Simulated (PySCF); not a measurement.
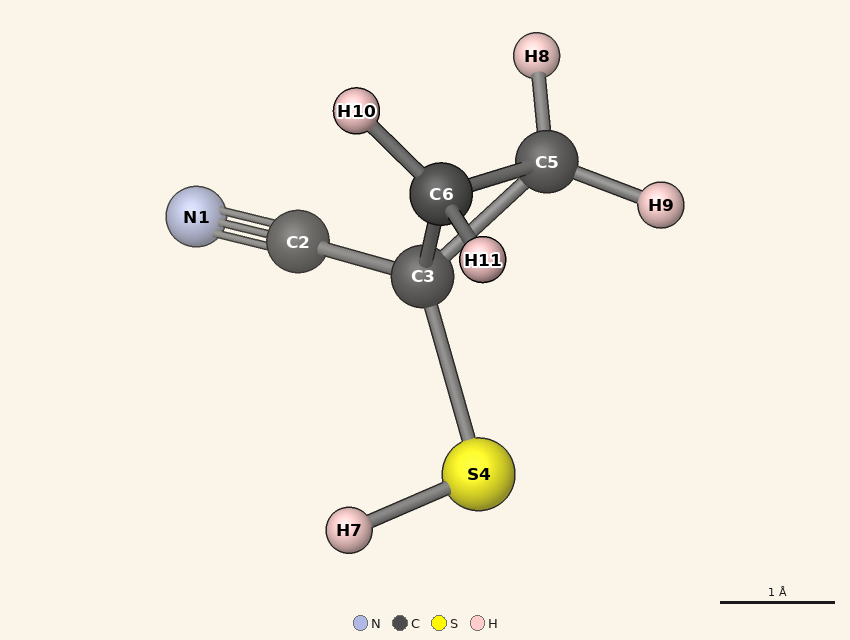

Orthographic view. Depth is shown by fading: the farther an atom, the more it takes the colour of the background. The computed structure is the end point of a GFN2-xTB optimisation. No frequency run is at hand to confirm it as a minimum.

Write a MOL file (V2000) with the atoms in numerical order, bonds sorted by atom number with the orders drawn, and coordinates in the frame of the picture: x right, y up, z towards the viewer, origin at the mean position.

```
C4H5NS
                    3D

 11 11  0  0  0  0  0  0  0  0999 V2000
   -2.1000    0.2800   -1.7900 N   0  0  0  0  0  0  0  0  0  0  0  0
   -1.2000    0.0600   -1.1200 C   0  0  0  0  0  0  0  0  0  0  0  0
   -0.1000   -0.2500   -0.2800 C   0  0  0  0  0  0  0  0  0  0  0  0
    0.4000   -2.0000   -0.3800 S   0  0  0  0  0  0  0  0  0  0  0  0
    1.0000    0.7600   -0.0900 C   0  0  0  0  0  0  0  0  0  0  0  0
    0.0700    0.4700    1.0400 C   0  0  0  0  0  0  0  0  0  0  0  0
   -0.7500   -2.5000    0.1000 H   0  0  0  0  0  0  0  0  0  0  0  0
    0.9100    1.7000   -0.6200 H   0  0  0  0  0  0  0  0  0  0  0  0
    2.0100    0.3800   -0.0300 H   0  0  0  0  0  0  0  0  0  0  0  0
   -0.6800    1.2100    1.3000 H   0  0  0  0  0  0  0  0  0  0  0  0
    0.4300   -0.1000    1.8700 H   0  0  0  0  0  0  0  0  0  0  0  0
  1  2  3  0
  2  3  1  0
  3  4  1  0
  3  5  1  0
  3  6  1  0
  4  7  1  0
  5  6  1  0
  5  8  1  0
  5  9  1  0
  6 10  1  0
  6 11  1  0
M  END
```
